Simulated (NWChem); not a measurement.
# GaH3S (SMILES [SH][GaH2]) at BP86/def2-SVP

Aim: the vertical ionisation energy of GaH3S at BP86/def2-SVP, from 2 runs. 

Program for the calculation: NWChem 7.3.0.

### 1 The system as given

GaH3S has 5 atoms, charge 0, and is taken as a singlet. As SMILES, `[SH][GaH2]`. Geometry: relaxed at PBE0-D4/def2-TZVP.

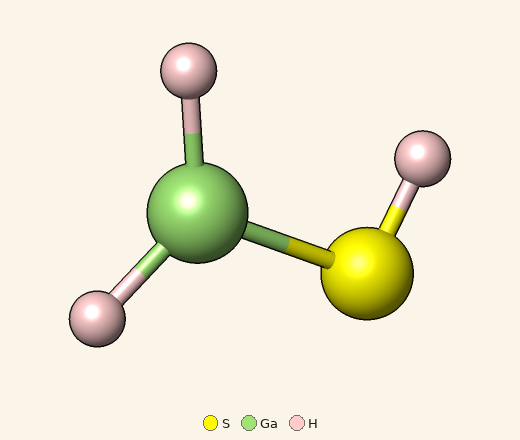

The structure, seen from a chosen angle (sulfur yellow, gallium green, hydrogen pink).

### 2 A single-point energy at BP86/def2-SVP

Contents of gah3s.xyz:

```xyz
5
GaH3S BP86
S      0.039000    -1.453300     0.684400
Ga    -0.329300     0.433200    -0.383400
H      1.263800    -1.108400     1.113300
H     -1.711200     0.532500    -1.097900
H      0.787500     1.522400    -0.357800
```

Contents of gah3s.nw:

```
start gah3s
title "GaH3S BP86"
memory stack 880 mb heap 220 mb global 1100 mb

geometry units angstroms noautosym nocenter noautoz
  load format xyz gah3s.xyz
end

basis spherical bse
  * library def2-SVP
end

dft
  xc becke88 perdew86
  grid fine
  convergence energy 1e-08
  maxiter 100
  mulliken
  noprint "final vectors analysis"
end

task dft energy
```

Run with:

```
$ nwchem gah3s.nw > gah3s.out
```

Standard output:

```text
[...]
          Wavefunction type:  closed shell.
          No. of atoms     :     5
          No. of electrons :    50
[...]
          Charge           :     0
          Spin multiplicity:     1
[...]
          AO basis - number of functions:    65
[...]
              XC Information
              --------------
                    Becke 1988 Exchange Functional  1.000
                Perdew 1981 Correlation Functional  1.000 local
                Perdew 1986 Correlation Functional  1.000 non-local
[...]
 d= 0,ls=0.0,diis     1  -2324.7598344366 -2.48D+03  1.67D-02  2.88D-01     0.7
[...]
 d= 0,ls=0.0,diis    10  -2324.8010493353 -8.53D-09  7.27D-07  2.53D-09     5.1
         Total DFT energy =    -2324.801049335293
      One electron energy =    -3550.885243239676
           Coulomb energy =     1169.582151209607
    Exchange-Corr. energy =     -102.104426417919
 Nuclear repulsion energy =      158.606469112695
[...]
      Total Density - Mulliken Population Analysis
     ---------------------------------------------
    Atom       Charge   Shell Charges
 -----------   ------   -------------------------------------------------------
    1 S   16    16.18   2.00  1.98  1.27  0.58  5.92  1.82  2.56  0.04
    2 Ga  31    30.77   2.00  2.00  1.99  1.17  0.11  6.00  5.98  0.97  0.48  8.00  1.83  0.23
    3 H    1     0.91   0.71  0.16  0.03
    4 H    1     1.07   0.70  0.36  0.01
    5 H    1     1.08   0.69  0.38  0.01
[...]
```

Run time: 5.7 s. Hardware: 1 thread of AMD EPYC 9B45 (Zen 5), shared host; peak memory 0.11 GiB.

### 3 The doublet cation at the same level

Contents of mol.nw:

```
start mol
memory total 2200 mb
charge 1
geometry units angstrom noautosym nocenter noautoz
S        0.039000      -1.453300       0.684400
Ga      -0.329300       0.433200      -0.383400
H        1.263800      -1.108400       1.113300
H       -1.711200       0.532500      -1.097900
H        0.787500       1.522400      -0.357800
end
basis spherical bse
* library def2-SVP
end
dft
xc becke88 perdew86
mult 2
grid fine
convergence energy 1e-08
maxiter 100
mulliken
print low
end
task dft energy
```

Run with:

```
$ nwchem mol.nw > mol.out
```

Standard output:

```text
[...]
 d= 0,ls=0.0,diis     1  -2324.0140637577 -2.48D+03  2.02D-02  1.55D+00     0.9
[...]
 d= 0,ls=0.5,diis    18  -2324.4264284048 -7.63D-09  1.12D-06  2.93D-09    12.4
[...]
         Total DFT energy =    -2324.426428408308
      One electron energy =    -3537.892910988888
           Coulomb energy =     1156.687008954209
    Exchange-Corr. energy =     -101.826995486324
 Nuclear repulsion energy =      158.606469112695
[...]
      Total Density - Mulliken Population Analysis
     ---------------------------------------------
    Atom       Charge   Shell Charges
 -----------   ------   -------------------------------------------------------
    1 S   16    15.64   2.00  1.98  1.37  0.51  5.92  1.78  2.03  0.04
    2 Ga  31    30.61   2.00  2.00  2.00  1.27  0.07  6.00  5.98  0.95  0.30  8.00  1.84  0.21
    3 H    1     0.80   0.69  0.08  0.03
    4 H    1     0.97   0.68  0.28  0.01
    5 H    1     0.98   0.68  0.29  0.01
[...]
      <S2> =      0.7528 (Exact =     0.7500)
[...]
```

Wall time 14 s (1 thread of AMD EPYC 9B45 (Zen 5), shared host); peak memory 0.12 GiB.

### 4 Summary of results

At BP86/def2-SVP:

| quantity | value |
| --- | --- |
| singlet GaH3S: total energy | -2324.80105 Eh |
| singlet GaH3S: dipole moment | 1.05 D |
| doublet cation: total energy | -2324.42643 Eh |
| doublet cation: ⟨S²⟩ | 0.753 |
| vertical ionisation energy (to the doublet cation) | 10.194 eV |

What this shows: The vertical ionisation energy comes to 10.19 eV (984 kJ/mol). Mulliken charges (singlet GaH3S) run from -0.18 on S1 to +0.23 on Ga2.
